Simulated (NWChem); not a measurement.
# C2H5N (N-methylmethanimine): PBE0/DGauss-DZVP

What is the electronic atomisation energy of C2H5N (N-methylmethanimine) at PBE0/DGauss-DZVP? 

Program for the calculation: NWChem 7.3.0.

2 further runs of the same task are left out: 1 that didn't finish, 1 set aside as unsound or not needed.

## Step 1: The molecule

The species is C2H5N (8 atoms), meant as a singlet with charge 0. SMILES: `C=NC`. The shape is that of a PBE0-D4/def2-TZVP optimisation.

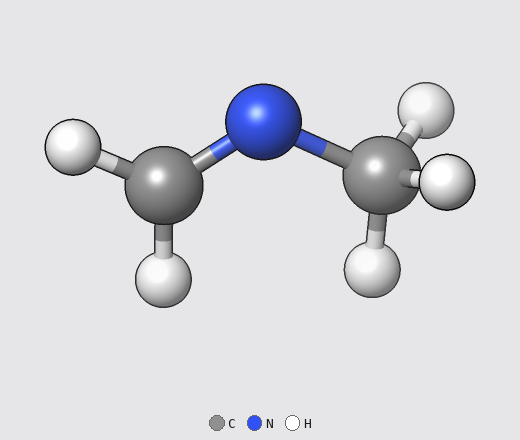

The structure, seen from a chosen angle (carbon grey, nitrogen blue, hydrogen white).

## Step 2: The energy at PBE0/DGauss-DZVP (run 1)

Input file c2h5n.nw:

```
START c2h5n
memory total 2200 mb
charge 0

GEOMETRY noautosym nocenter noautoz
 C     -0.710300     0.748600    -0.789300
 N      0.446000     0.313400    -0.558400
 C      0.623700    -0.564000     0.568100
 H     -1.585200     0.492200    -0.173900
 H     -0.872600     1.413800    -1.636900
 H     -0.302900    -0.759200     1.127700
 H      1.036200    -1.514100     0.218000
 H      1.365100    -0.130600     1.244700
END

BASIS "ao basis" spherical bse
 * library DGauss-DZVP
END

DFT
 xc pbe0
 mult 1
 grid fine
 convergence energy 1e-08
 iterations 100
 mulliken
 noprint "final vectors analysis"
END

TASK dft
```

Run with:

```
$ nwchem c2h5n.nw > c2h5n.out
```

The program printed, shortened:

```text
[...]
          Wavefunction type:  closed shell.
          No. of atoms     :     8
          No. of electrons :    24
[...]
          Charge           :     0
          Spin multiplicity:     1
[...]
          AO basis - number of functions:    52
[...]
              XC Information
              --------------
                         PBE0 Method XC Functional
                     Hartree-Fock (Exact) Exchange  0.250
          PerdewBurkeErnzerhof Exchange Functional  0.750
            Perdew 1991 LDA Correlation Functional  1.000 local
           PerdewBurkeErnz. Correlation Functional  1.000 non-local
[...]
 d= 0,ls=0.0,diis     1   -133.7449090461 -2.06D+02  1.65D-02  2.83D-01     1.3
[...]
 d= 0,ls=0.0,diis    10   -133.7834766650 -3.25D-09  3.13D-07  1.85D-10     9.6
         Total DFT energy =     -133.783476664976
      One electron energy =     -322.825511026634
           Coulomb energy =      135.880839964058
    Exchange-Corr. energy =      -19.352065156093
 Nuclear repulsion energy =       72.513259553693
[...]
      Total Density - Mulliken Population Analysis
     ---------------------------------------------
    Atom       Charge   Shell Charges
 -----------   ------   -------------------------------------------------------
    1 C    6     6.36   2.00  0.78  0.55  2.47  0.46  0.08
    2 N    7     7.15   2.00  0.88  0.67  2.81  0.73  0.06
    3 C    6     6.56   2.00  0.76  0.60  2.61  0.51  0.08
    4 H    1     0.83   0.56  0.26
    5 H    1     0.77   0.57  0.20
    6 H    1     0.82   0.57  0.25
    7 H    1     0.76   0.56  0.20
    8 H    1     0.76   0.56  0.20
[...]
```

Run time: 10 s. Hardware: 1 thread of Intel Xeon Platinum 8259CL at 2.50GHz (Skylake/Cascade Lake), shared host; peak memory 0.11 GiB.

## Step 3: The C atom at the same level (run 2)

Input file c.nw:

```
start c
title "C PBE0"
memory stack 880 mb heap 220 mb global 1100 mb

geometry units angstrom noautosym nocenter noautoz
C      0.000000     0.000000     0.000000
end

basis "ao basis" spherical bse
* library DGauss-DZVP
end

dft
xc pbe0
mult 3
grid fine
convergence energy 1e-08
iterations 100
mulliken
noprint "final vectors analysis"
end

task dft
```

Run with:

```
$ nwchem c.nw > c.out
```

The program printed, shortened:

```text
[...]
          Wavefunction type:  spin polarized.
          No. of atoms     :     1
          No. of electrons :     6
[...]
          Charge           :     0
          Spin multiplicity:     3
[...]
          AO basis - number of functions:    14
[...]
              XC Information
              --------------
                         PBE0 Method XC Functional
                     Hartree-Fock (Exact) Exchange  0.250
          PerdewBurkeErnzerhof Exchange Functional  0.750
            Perdew 1991 LDA Correlation Functional  1.000 local
           PerdewBurkeErnz. Correlation Functional  1.000 non-local
[...]
 d= 0,ls=0.0,diis     1    -37.7565229526 -3.78D+01  3.49D-02  6.23D-02     0.1
[...]
 d= 0,ls=0.0,diis     6    -37.7979349909 -2.38D-09  1.17D-07  2.57D-12     0.3
[...]
         Total DFT energy =      -37.797934990920
      One electron energy =      -50.433796679310
           Coulomb energy =       17.786478641404
    Exchange-Corr. energy =       -5.150616953014
 Nuclear repulsion energy =        0.000000000000
[...]
      Total Density - Mulliken Population Analysis
     ---------------------------------------------
    Atom       Charge   Shell Charges
 -----------   ------   -------------------------------------------------------
    1 C    6     6.00   2.00  1.04  0.96  1.49  0.51  0.00
     --------------------------------------------
      Spin Density - Mulliken Population Analysis
     --------------------------------------------
    Atom       Charge   Shell Charges
 -----------   ------   -------------------------------------------------------
    1 C    6     2.00  -0.00  0.05 -0.05  1.49  0.51 -0.00
[...]
      <S2> =      2.0025 (Exact =     2.0000)
[...]
```

Wall time 0.89 s (1 thread of Intel Xeon Platinum 8259CL at 2.50GHz (Skylake/Cascade Lake), shared host); peak memory 0.1 GiB.

Run 3 isn't shown in full; the table further down has it.

## Step 4: The N atom, same level (run 4)

Input file a.nw:

```
START a
memory stack 880 mb heap 220 mb global 1100 mb
charge 0

GEOMETRY noautosym nocenter noautoz
   N     0.000000    0.000000    0.000000
END

BASIS spherical bse
   * library DGauss-DZVP
END

DFT
   xc pbe0
   mult 4
   grid fine
   convergence energy 1e-08
   maxiter 100
   mulliken
   noprint "final vectors analysis"
END

TASK dft energy
```

Run the same way, it converges to -54.53308 Eh (log not shown).

## Step 5: The series

| run | level | partner | energy (Eh) | wall time |
| --- | --- | --- | --- | --- |
| 1 | PBE0/DGauss-DZVP | base | -133.783477 | 10 s |
| 2 | UPBE0/DGauss-DZVP | atoms | -37.797935 | 0.89 s |
| 3 | UPBE0/DGauss-DZVP | atoms | -0.499269 | 0.64 s |
| 4 | UPBE0/DGauss-DZVP | atoms | -54.533079 | 0.84 s |

## Step 6: Outcome

At PBE0/DGauss-DZVP:

| quantity | value |
| --- | --- |
| N atom: total energy | -54.53308 Eh |
| N atom: ⟨S²⟩ | 3.752 |
| electronic atomisation energy | 31.516 eV |

What this shows: Taking the molecule apart into free atoms costs 31.52 eV (727 kcal/mol), before zero-point energy and without spin-orbit coupling. All runs together took 13 s, the longest 10 s.
